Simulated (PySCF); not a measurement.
System (SMILES): O=S(F)F.
Geometry (B3LYP-D3(BJ)/def2-TZVP, fixed):
```xyz
4

O      1.3619    -0.1486    -0.3569
S      0.1670    -0.0077     0.4048
F     -0.6344     1.2320    -0.2285
F     -0.8731    -1.0862    -0.1739
```
Charge 0, spin multiplicity 1.

Basis-set convergence of the mean static polarisability at HF with PySCF. All functions are spherical. Density fitting with generated auxiliary sets. No added dispersion term, no relativity. Reference: the value in aug-cc-pV(Q+d)Z, 24.28 bohr³, itself unsure by roughly 0.4 % (its mean distance from aug-pcseg-2, aug-cc-pV(T+d)Z). Deviations are taken from unrounded values. Cost is core time over that of cc-pV(T+d)Z, rough, on shared machines of one kind; a dash marks a row that isn't timed (too short, read off another run, short of memory, by another algorithm or on other hardware).

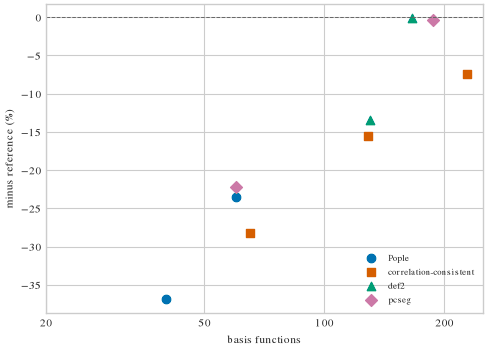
Figure: Deviation from the reference against the number of basis functions, by family of sets.

| basis | functions | mean static polarisability (bohr³) | minus reference (%) | cost |
|---|---|---|---|---|
| 3-21G | 40 | 15.33 | -36.9 | - |
| 6-31G** | 60 | 18.57 | -23.5 | - |
| pcseg-1 | 60 | 18.88 | -22.2 | - |
| cc-pV(D+d)Z | 65 | 17.43 | -28.2 | - |
| cc-pV(T+d)Z | 129 | 20.51 | -15.5 | 1× |
| def2-TZVP | 130 | 21.00 | -13.5 | 1× |
| def2-TZVPD | 166 | 24.26 | -0.1 | 3× |
| aug-pcseg-2 | 188 | 24.21 | -0.3 | 3× |
| cc-pV(Q+d)Z | 229 | 22.48 | -7.4 | 6× |
